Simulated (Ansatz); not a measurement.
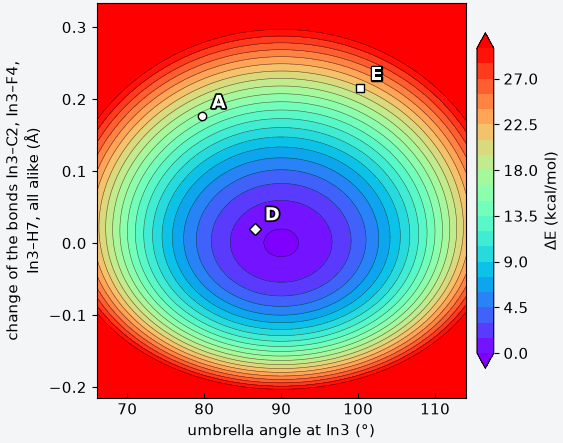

CH3F2In, SMILES F[CH2][InH][F]. The first coordinate is: umbrella angle at In3 (between each of its bonds and their common axis; 90 is planar); the second: change of the bonds In3–C2, In3–F4, In3–H7, all alike. Nothing is relaxed (all other coordinates rigid). The grid has 15 × 15 points. Points are written as (first, second). Energies: kcal/mol, counted from the lowest grid point. Theory: RKS PBE0-D4/def2-SVP in Ansatz 0.2.0.

Drawn: filled contours, one colour for all values above the top of the scale, lettered points. Between grid points the surface is interpolated.

Is A the lowest point of the computed grid?

No. A lies 15.8 kcal/mol above the lowest grid point, which is at (90.0°, 0.020 Å).

Rank the lettered points by energy, lowest first.

D (0.44 kcal/mol), A (15.8 kcal/mol), E (20.8 kcal/mol).

What kind of point is each of A, E: minimum, saddle, maximum or slope?

A: on a slope; E: on a slope. (In these two coordinates alone; a stationary point may lie a little off the grid point.)
